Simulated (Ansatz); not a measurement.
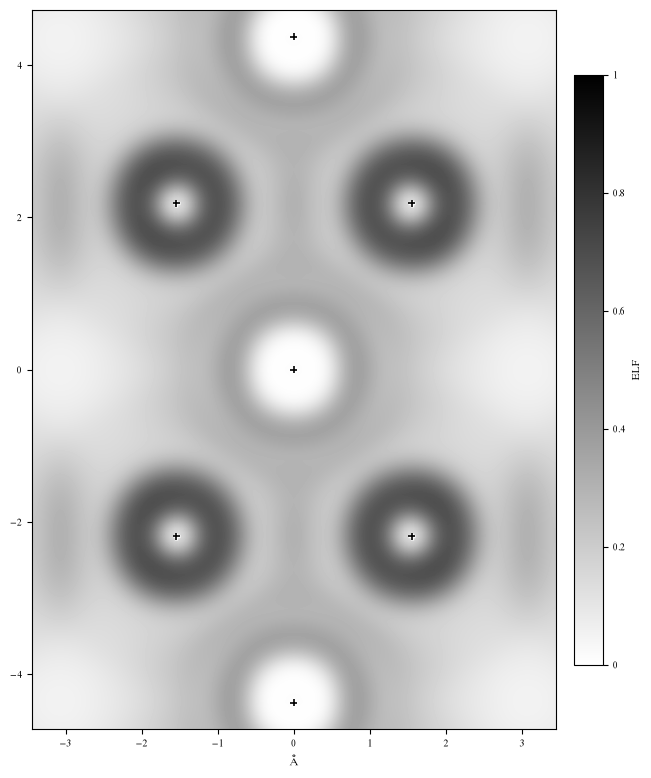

The ELF on a plane through atoms (crosses mark nuclei in the plane).

Theory: Ansatz 0.2.0, DFT PBE, scalar-relativistic, plane waves, PAW.

Candidates:
A. TlRu2, a = 6.19 Å, b = 6.19 Å, c = 6.19 Å, α = 90.00°, β = 90.00°, γ = 90.00°. Space group Fm-3m; started from the fluorite_225 prototype, which need not be the ambient phase; computed without spin polarisation.
B. Zn3O, a = 3.77 Å, b = 3.77 Å, c = 3.77 Å, α = 90.00°, β = 90.00°, γ = 90.00°. Space group Pm-3m; started from the Cu3Au (L1_2)_221 prototype, which need not be the ambient phase.
C. Na2H3, a = 3.32 Å, b = 3.32 Å, c = 17.61 Å, α = 90.00°, β = 90.00°, γ = 120.00°. Space group R-3m; started from the tetradymite_166 prototype, which need not be the ambient phase; computed without spin polarisation.

Which system is this?

Candidate A: TlRu2 on the (110) plane of the conventional cell, which holds Tl and Ru. Tl–Ru (2.68 Å): the ELF is about 0.30 at the midpoint (no shared electron pair shows on this line).
